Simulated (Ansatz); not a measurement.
Profile along the Si–O line in SiO2 (rutile)

SiO2 (rutile)

```yaml
crystal:
  lattice:
    - [4.23588, 0.00000, 0.00000]
    - [0.00000, 4.23588, 0.00000]
    - [0.00000, 0.00000, 2.68991]
  atoms:
    - { symbol: Si, position: [0.50000, 0.50000, 0.50000] }
    - { symbol: Si, position: [0.00000, 0.00000, 0.00000] }
    - { symbol: O, position: [0.80699, 0.80699, 0.50000] }
    - { symbol: O, position: [0.30699, 0.69301, 0.00000] }
    - { symbol: O, position: [0.69301, 0.30699, 0.00000] }
    - { symbol: O, position: [0.19301, 0.19301, 0.50000] }
```

Fields along a shortest Si–O line of a (-1 1 0) plane (1.77 Å), from Si to O, interpolated on the slice's grid (step about 0.2 Å). The numbers are results of PBE (plane waves to 420 eV, PAW, scalar-relativistic; Ansatz, a program for electronic structure), not measurements. k mesh 8×8×12. Inside the PAW spheres the values are not all-electron values, and peaks at nuclei hang on which shells count as valence. SiO2 was relaxed with its symmetry unable to fall. The PAW data are Ansatz's earlier set.

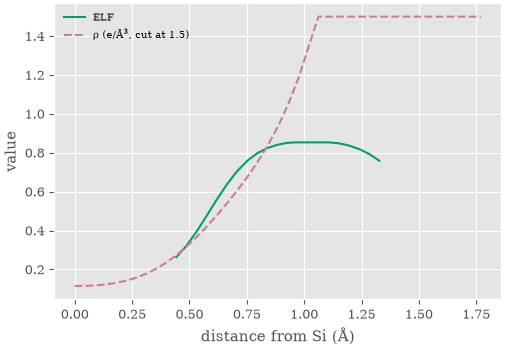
ELF (away from the nuclei) and valence density from Si to O.

Density on the Si–O line (1.77 Å) at its midpoint: 0.93 e/Å³. ELF at that point: 0.8. ELF maximum in the middle third of the Si–O line: 0.85, 1.1 Å from Si.
